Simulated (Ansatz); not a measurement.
# How many bands does the GW gap of VBiO4 (Clinobisvanite) need?, part 2 of 2

How do accuracy and time trade against each other in G0W0 on VBiO4 (Clinobisvanite)?

Ansatz 0.2.0; G0W0 on LDA, plane waves, PAW. Known limits of the many-body steps: not at the basis limit; no spin polarisation; d states lean on the start; no spin-orbit coupling; coarse k mesh.

So far. Step 4 (847 empty bands, screening to 180 eV): Against the run with 4×4×4 mesh, 394 empty bands, screening to 108 eV, the gap moves by +0.11 eV.

## (5) Changing the k mesh: 2×2×4 mesh, 394 empty bands, screening to 108 eV

A second mesh at equal bands and cutoff isolates the sampling error. Bands and cutoff differ from the step before, so it is read against an earlier run that matches them.

input.yaml reads:

```yaml
crystal:
  lattice:
    - [3.6235830947, -5.8486, 0.0]
    - [3.6235830947, 5.8486, 0.0]
    - [-3.5500110127, 0.0, 3.6473943918]
  atoms:
    - { symbol: V, position: [0.87, 0.13, 0.75] }
    - { symbol: V, position: [0.13, 0.87, 0.25] }
    - { symbol: Bi, position: [0.3665, 0.6335, 0.75] }
    - { symbol: Bi, position: [0.6335, 0.3665, 0.25] }
    - { symbol: O, position: [0.9383, 0.3547, 0.6388] }
    - { symbol: O, position: [0.6453, 0.0617, 0.8612] }
    - { symbol: O, position: [0.0617, 0.6453, 0.3612] }
    - { symbol: O, position: [0.3547, 0.9383, 0.1388] }
    - { symbol: O, position: [0.8113, 0.7099, 0.8796] }
    - { symbol: O, position: [0.2901, 0.1887, 0.6204] }
    - { symbol: O, position: [0.1887, 0.2901, 0.1204] }
    - { symbol: O, position: [0.7099, 0.8113, 0.3796] }
kpoints:
  mp_grid: { grid: [2, 2, 4] }
hamiltonian:
  xc: lda
scf:
  occupations: { method: fixed }
gw:
  n_empty_bands: 394
  ecut_chi: 108
  qp_bands: [v4, c4]
  qp_kpoints: band_edges
  screening: { model: contour_deformation }
```

The run is started by

```console
> ansatz run input.yaml --threads 3 --pin off --max-ram 92160MiB --backend cuda --events-out ev --progress --plain --runs-dir out --devices 1 --max-vram 13GiB  # rebuilt from the run's record
```

Numbers of over 12 decimals in the logs are rounded to 6 here.

The log of the run:

```text
GPUs: using 1 of 1 available (devices: 1).
[...]
GPU FFT provider: cuFFT
GPU libraries: cuBLAS 13.8.2, cuFFT 12.4.0, cuSOLVER 12.3.4
Crystal: 12 atoms, lattice volume = 154.598 Å³
Basis set: ecut = 420 eV, 3041 PW (Γ)
Bands: 64, of which v1, the nominal top of the filled ones, is band 52 counted from 1 (51 counted from 0)
Symmetry: 4 space group operations
[...]
k-points: 9 of 16
[...]
0    56     11.5452   -17.2110    -6.3845   -25.0572  0.6876    13.0986    13.0068  root
[...]
8    53     11.0243   -16.6368    -6.1935   -24.3312  0.6999    12.6008    12.5252  root
     8    54     11.0243   -16.6368    -6.1935   -24.3312  0.6999    12.6008    12.5252  root
     8    55     11.2021   -15.8558    -5.8856   -23.2315  0.7209    12.7517    12.6922  root
     8    56     11.2021   -15.8558    -5.8856   -23.2315  0.7209    12.7517    12.6922  root
[key lines of the parts left out:]
SCF converged after 9 iterations
Free energy (F): -34338.254456 eV
Fermi energy:    8.050453 eV
```

Elapsed: 29 s, on 1 × NVIDIA H100 80GB HBM3 (shared by 6 runs) with 3 threads of AMD EPYC 7R13 (Zen 3), shared host; peak memory 1.5 GiB.

This step gave:

* bands summed: 446
* RPA ε∞ on this mesh (eigenvalues): 5.947, 6.901, 7.428
* plane waves in the screening matrix: 401
* G0W0 gap on the mesh: 3.704 eV
* k of the valence top: 0, 0, 0.25
* k of the conduction bottom: 0, -0.5, -0.5
* starting gap on the mesh: 2.299 eV
* least direct G0W0 gap on the computed points: 3.766 eV

Against the run with 4×4×4 mesh, 394 empty bands, screening to 108 eV, the gap moves by +0.019 eV, while the start moved by +0.02 eV. A band edge is found at another k point on this mesh.

## (6) Changing the frequency model: 4×4×4 mesh, 847 empty bands, screening to 180 eV, plasmon pole

A plasmon pole stands in for the full frequency dependence of the screening; this run shows what that costs in accuracy. Bands and cutoff differ from the step before, so it is read against an earlier run that matches them.

input.yaml: that of step 5 with these lines changed.

```diff
@@ -19,3 +19,3 @@
 kpoints:
-  mp_grid: { grid: [2, 2, 4] }
+  mp_grid: { grid: [4, 4, 4] }
 hamiltonian:
@@ -25,6 +25,6 @@
 gw:
-  n_empty_bands: 394
-  ecut_chi: 108
+  n_empty_bands: 847
+  ecut_chi: 180.0
   qp_bands: [v4, c4]
   qp_kpoints: band_edges
-  screening: { model: contour_deformation }
+  screening: { model: godby_needs }
```

The log of the run:

```text
GPUs: using 1 of 1 available (devices: 1).
[...]
GPU FFT provider: cuFFT
GPU libraries: cuBLAS 13.8.2, cuFFT 12.4.0, cuSOLVER 12.3.4
Crystal: 12 atoms, lattice volume = 154.598 Å³
Basis set: ecut = 420 eV, 3041 PW (Γ)
Bands: 64, of which v1, the nominal top of the filled ones, is band 52 counted from 1 (51 counted from 0)
Symmetry: 4 space group operations
[...]
k-points: 24 of 64
[...]
0    56     11.5448   -17.2217    -6.3322   -25.0574  0.7468    13.0686    13.0482  root
[...]
23    53     11.0238   -16.6484    -6.1721   -24.3320  0.7520    12.5531    12.5353  root
    23    54     11.0238   -16.6484    -6.1721   -24.3320  0.7520    12.5531    12.5353  root
    23    55     11.2017   -15.8890    -5.8860   -23.2312  0.7657    12.6719    12.6580  root
    23    56     11.2017   -15.8890    -5.8860   -23.2312  0.7657    12.6719    12.6580  root
[key lines of the parts left out:]
SCF converged after 9 iterations
Free energy (F): -34338.252701 eV
Fermi energy:    8.072697 eV
```

Run time: 6.8 min. Hardware: 1 × NVIDIA H100 80GB HBM3 (shared by 6 runs) with 3 threads; peak memory 9.8 GiB.

Numbers from this step:

```yaml
bands_summed: 899
plasmon_pole_fit_frequency: 30.46 eV
rpa_eps_infinity_on_this_mesh_eigenvalues: 5.945, 6.887, 7.292
plane_waves_in_the_screening_matrix: 841
g0w0_gap_on_the_mesh: 3.809 eV
k_of_the_valence_top: 0.25, 0.25, 0
k_of_the_conduction_bottom: 0, -0.5, -0.5
starting_gap_on_the_mesh: 2.276 eV
least_direct_g0w0_gap_on_the_computed_points: 3.834 eV
```

Against the run with 4×4×4 mesh, 847 empty bands, screening to 180 eV, the gap moves by +0.017 eV.

## (7) Convergence and cost

Times are wall times on 1 × NVIDIA H100 80GB HBM3 (shared by 6 runs) with 3 threads of AMD EPYC 7R13 (Zen 3), shared host, good to a factor of about two.

```tsv
mesh	files	frequency	bands summed	cutoff (eV)	start (eV)	G0W0 (eV)	time	host memory (GiB)
4×4×4	default PAW	contour deformation	191	54	2.276	3.797	63 s	1.4
4×4×4	default PAW	contour deformation	446	108	2.276	3.684	88 s	2.3
4×4×4	default PAW	contour deformation	899	180	2.276	3.792	4.3 min	4.9
2×2×4	default PAW	contour deformation	446	108	2.299	3.704	29 s	1.5
4×4×4	default PAW	plasmon pole	899	180	2.276	3.809	6.8 min	9.8
```

How the two edges are built up, in eV (the quasiparticle level is the starting level plus Σx plus Σc less Vxc):

```tsv
run	edge	start	Σx	Σc	Vxc	Z	QP
191 bands	valence top	8.07	-24.57	3.59	-21.38	0.74	8.47
191 bands	conduction bottom	10.35	-15.53	-5.61	-23.05	0.73	12.26
446 bands	valence top	8.07	-24.57	3.27	-21.38	0.73	8.15
446 bands	conduction bottom	10.35	-15.53	-6.04	-23.05	0.72	11.84
899 bands	valence top	8.05	-24.24	2.83	-21.19	0.73	7.83
899 bands	conduction bottom	10.35	-15.53	-6.25	-23.05	0.72	11.63
```

 Where G0W0 reorders the edges (899 bands), the two states listed lie further apart at the start than the starting gap.

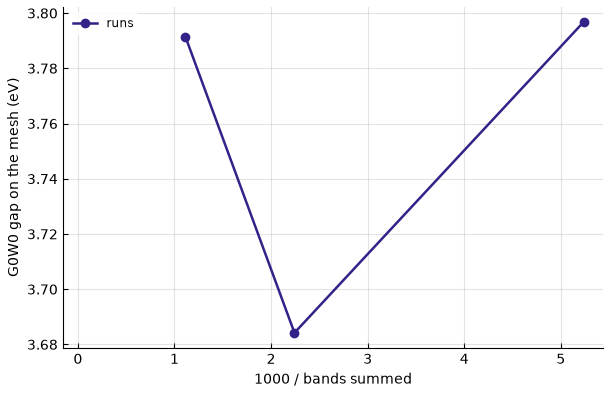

The gap against one over the number of bands.

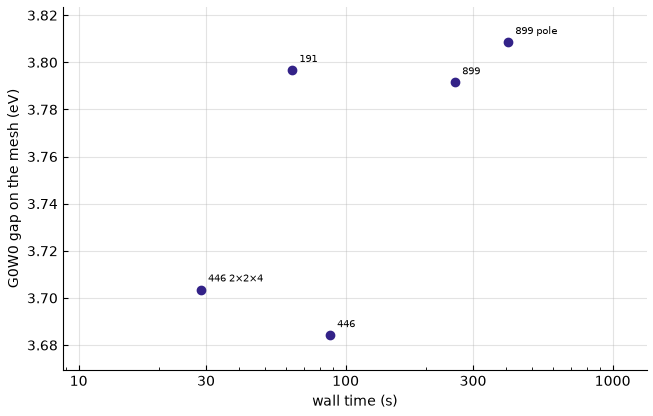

Result against wall time.

## (8) Outcome

- 191 bands, 54 eV: 3.797 eV
- 446 bands, 108 eV: 3.684 eV
- 899 bands, 180 eV: 3.792 eV
- mesh and start: 4×4×4, LDA

In words: From 191 to 899 bands the gap moves by −0.01 eV while the time grows 4.1-fold. The gap turns back along the series, so no limit is drawn from it. On the 2×2×4 mesh in place of 4×4×4 the gap differs by +0.02 eV, of which +0.02 eV is already in the start. The plasmon-pole model gives +0.02 eV against contour deformation, 1 % of the correction, and saved no time in this program. The 4×4×4 mesh misses a band edge: over a band path and its finer mesh (run apart) the LDA gap is 2.18 eV, so the G0W0 gap over the zone may lie about 0.10 eV below its value on the mesh. Where an edge is built on 6p states of lead, bismuth or thallium, scalar-relativistic gaps usually stand too wide, by a few tenths to over one eV. The runs have no spin polarisation. For a closed low-spin shell that is the natural state; where a d or f shell is open it is a constraint, and the gap is then not the crystal's own. With d states at the gap, one-shot GW leans hard on its start. The many-body steps are scalar-relativistic: spin-orbit coupling is not in them.

[Paths, hosts, dates, memory and timing lines, banners, echoed tables and standing remarks are left out of the program output.]

[Logs are printed without paths, hosts, clocks, repeated set-up lines and the standing remarks that a program may print on its own settings, such as how far it seeks lower states.]

[Runs of the session that timed out or met a known fault of the program may be left out.]

[Cells called generated may have been cut or substituted from an entry of the Crystallography Open Database or the Materials Project.]

[Hosts, paths, dates, database ids (printed as entryN), source tags and the programs' standing remarks are cut or masked in the printed files.]
